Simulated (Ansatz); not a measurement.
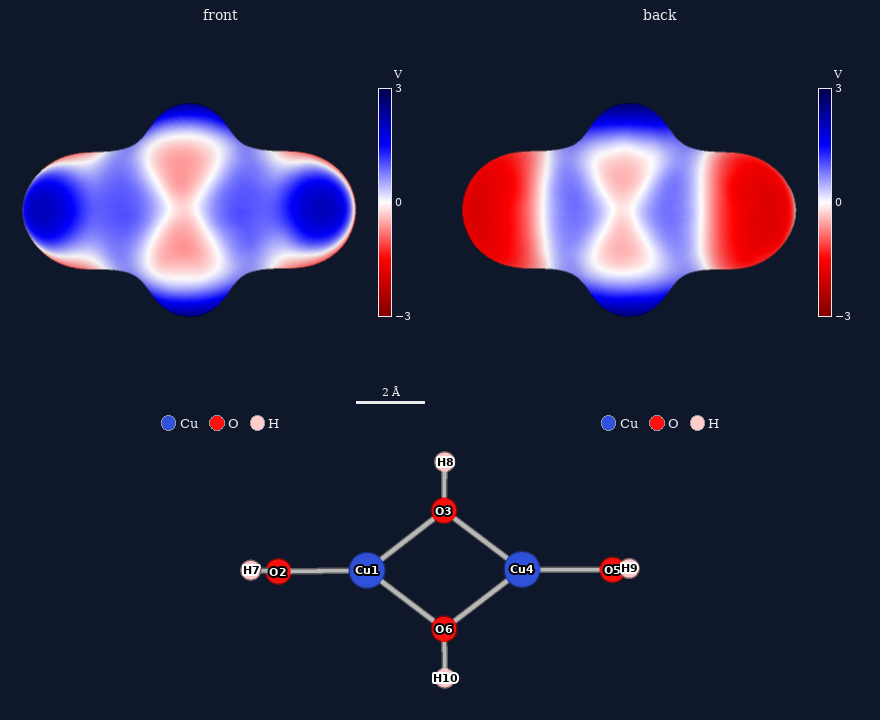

The picture shows: Cu$_{2}$H$_{4}$O$_{4}$. The molecular electrostatic potential painted on the density surface at 0.002 e/bohr³, seen from the front and from behind; the colour scale runs from red (negative) to blue (positive). The bare structure is drawn below in the same view.

Geometry: PBE-D4/def2-SVP.

All numbers below come from RKS PBE0-D4/def2-TZVP (Ansatz 0.2.0).

The calculation's input:

```
crystal:
  periodic: [false, false, false]
  atoms:
    - {symbol: Cu, position_ang: [-0.071359, -0.689857, 1.384303]}
    - {symbol: O, position_ang: [-0.160195, -1.503673, 2.977958]}
    - {symbol: O, position_ang: [-0.573712, 0.926210, 0.440764]}
    - {symbol: Cu, position_ang: [-0.146922, 0.598252, -1.420531]}
    - {symbol: O, position_ang: [-0.321339, 1.270728, -3.071973]}
    - {symbol: O, position_ang: [0.471370, -0.964280, -0.455472]}
    - {symbol: H, position_ang: [0.632506, -1.327509, 3.523182]}
    - {symbol: H, position_ang: [-1.095942, 1.669640, 0.796272]}
    - {symbol: H, position_ang: [0.451681, 1.811486, -3.330223]}
    - {symbol: H, position_ang: [0.813911, -1.790997, -0.844282]}
basis:
  gaussian: {orbitals: def2-TZVP, initial_orbitals: start.molden}
hamiltonian: {xc: pbe0, dispersion: d4}
scf: {omitted_lower_state_checks: [starts]}
output: {orbitals: {seedname: orbitals}}
```

Run with:

```sh
ansatz run in.yaml --threads 4 --pin off --events-out ev --progress --plain --max-ram 4787MiB
```

Q: Which sites attract a positive test charge, and which a negative one?

A: A positive charge is drawn to the negative regions and a negative charge to the positive ones. The most negative region (about −1.9 V) lies over O2 and O5, the most positive (about +2.5 V) over H8 and H10.
